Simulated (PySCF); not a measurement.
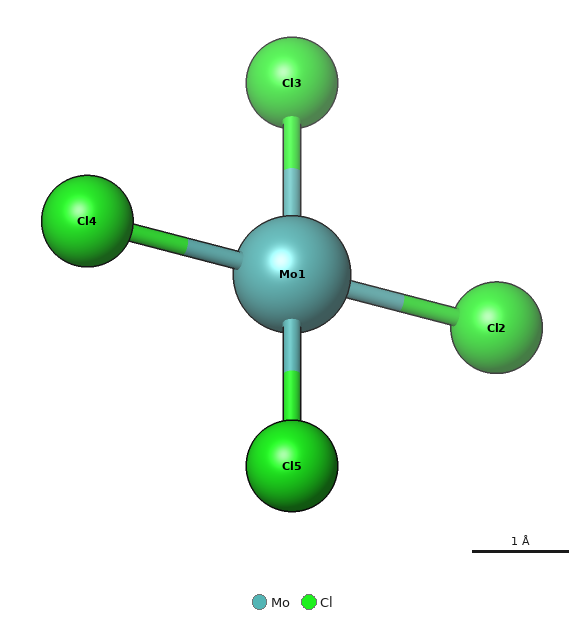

The structure as given in the input (ball-and-stick view, seen at a tilt; atoms are numbered from 1 in the order of the input). Sticks mark near contacts.

MoCl₄: single-point calculation

MoCl₄, computed with RKS-based PBE0, Mo def2-TZVP with ECP28, Cl def2-TZVP; non-relativistic Hamiltonian with a scalar-relativistic core potential; density fitting (PySCF 2.14.0).

The input
```python
from pyscf import gto, scf, dft
mol = gto.M(atom='''
Mo     0.000000     0.000000     0.000000
Cl     2.370000     0.000000     0.000000
Cl     0.000000     2.370000     0.000000
Cl    -2.370000     0.000000     0.000000
Cl    -0.000000    -2.370000     0.000000''',
    basis={'Mo': 'def2-TZVP', 'Cl': 'def2-TZVP'},
    ecp={'Mo': 'def2-TZVP'},
    charge=0, spin=0)
mf = dft.RKS(mol, xc='PBE0')
mf.grids.atom_grid = (50, 194)
aux = {'Mo': 'def2-universal-JKFIT', 'Cl': 'def2-universal-JKFIT'}
mf = mf.density_fit(auxbasis=aux)
mf.conv_tol = 1e-08
mf.diis_space = 10
mf.max_cycle = 60
mf.init_guess = 'minao'
mf.verbose = 4
mf.kernel()
```

The script is an equivalent of the set-up of the self-consistent field. The run itself was carried out by a driver, which started from the orbitals of the step before it where there was one and computed the further properties.

Hardware: 4 threads of Arm Neoverse V2, 24 GiB of memory available, shared host.

Launched with:
```bash
OMP_NUM_THREADS=4 python axn.py task.json out
```

What the program printed
```
init E= -1901.95078614281
  HOMO = -0.418031976245992  LUMO = -0.414842488422022  gap/eV = 0.08679
cycle= 1 E= -1908.4946706523  delta_E= -6.54  |g|= 0.44  |ddm|= 4.06
  HOMO = -0.290665996644356  LUMO = -0.203665017443073  gap/eV = 2.36742
cycle= 2 E= -1908.35787064663  delta_E= 0.137  |g|= 0.911  |ddm|= 0.934
  HOMO = -0.243207483632757  LUMO = -0.1543409365145  gap/eV = 2.41818
cycle= 3 E= -1908.49686696307  delta_E= -0.139  |g|= 0.43  |ddm|= 0.746
  HOMO = -0.298460864612646  LUMO = -0.206382316173471  gap/eV = 2.50558
cycle= 4 E= -1908.54465291985  delta_E= -0.0478  |g|= 0.0726  |ddm|= 0.353
  HOMO = -0.294565189033213  LUMO = -0.20199264798403  gap/eV = 2.51903
cycle= 5 E= -1908.54608256559  delta_E= -0.00143  |g|= 0.0105  |ddm|= 0.0488
  HOMO = -0.294625535141774  LUMO = -0.201505721858465  gap/eV = 2.53392
cycle= 6 E= -1908.54610798997  delta_E= -2.54e-05  |g|= 0.00355  |ddm|= 0.0104
  HOMO = -0.295002111456107  LUMO = -0.20175817046627  gap/eV = 2.53730
cycle= 7 E= -1908.54611071176  delta_E= -2.72e-06  |g|= 0.000949  |ddm|= 0.00336
  HOMO = -0.295112885362768  LUMO = -0.201825770587022  gap/eV = 2.53847
cycle= 8 E= -1908.54611095348  delta_E= -2.42e-07  |g|= 2.31e-05  |ddm|= 0.00103
  HOMO = -0.295117506630353  LUMO = -0.2018244906157  gap/eV = 2.53863
cycle= 9 E= -1908.54611095365  delta_E= -1.67e-10  |g|= 2.24e-05  |ddm|= 4.85e-05
  HOMO = -0.295109025604932  LUMO = -0.201818049400433  gap/eV = 2.53858
```

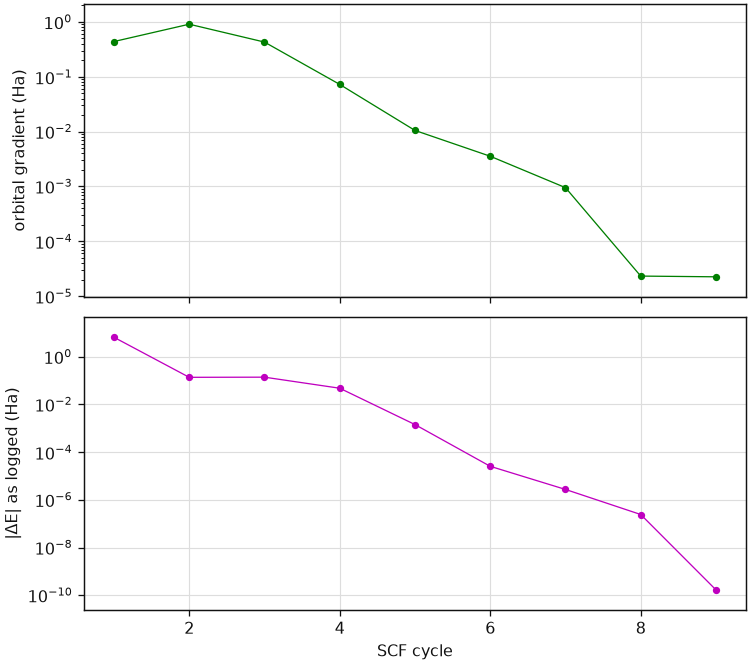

Convergence of the self-consistent field: orbital gradient and size of the energy change against the SCF cycle. The residual comes down, with one marked jump up, by a factor of about 2, at step 2.

```
Extra cycle  E= -1908.54611095197  delta_E= 1.68e-09  |g|= 8.38e-05  |ddm|= 7.03e-05
converged SCF energy = -1908.54611095197
```

Key numbers

- outcome: converged
- SCF energy: −1908.546111 hartree
- wall time: 33 s (CPU time 1.9 min)
- peak memory: 0.84 GiB

The run takes a singlet; with an open-shell metal another spin state may lie lower.
